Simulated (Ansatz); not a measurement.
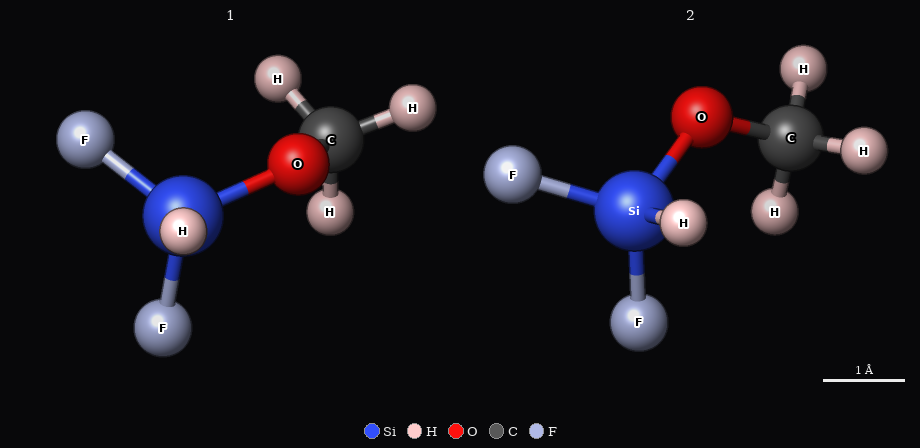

Two geometries of CH₄F₂OSi, drawn at one scale. One is the start of a relaxation, the other its converged end. The picture is a ball-and-stick view, seen from a free direction.

The calculation used RKS B3LYP/6-31G* (Ansatz). Settings: no spin polarisation; force threshold 0.02 eV/Å; at most 40 steps.

Question: Which geometry has the lower energy?

Answer: Structure 1 is the relaxed one. The run prepares the start of a later molecular dynamics calculation, from a guessed geometry. The O atom moves most after the best rigid fit: 1.04 Å. By element the largest moves are O 1.04 Å, H 0.86 Å, F 0.81 Å, Si 0.14 Å, C 0.03 Å. Among the contacts that change: O–Si 1.680 → 1.627 Å, C–H 1.110 → 1.093 Å, F–Si 1.589 → 1.602 Å, C–O 1.420 → 1.429 Å. Bond angles that change, for instance: F–Si–F 109.5° → 105.6°. Groups turn about C–O by about 100°, O–Si by about 90°. Over 23 accepted moves (28 points after the start) the energy falls by 14.4 kJ/mol. Largest force component: 1.9 eV/Å at the start, 0.0084 eV/Å at the end. The line search rejected the trial steps at points 9, 14, 18, 19, 21 of the run.
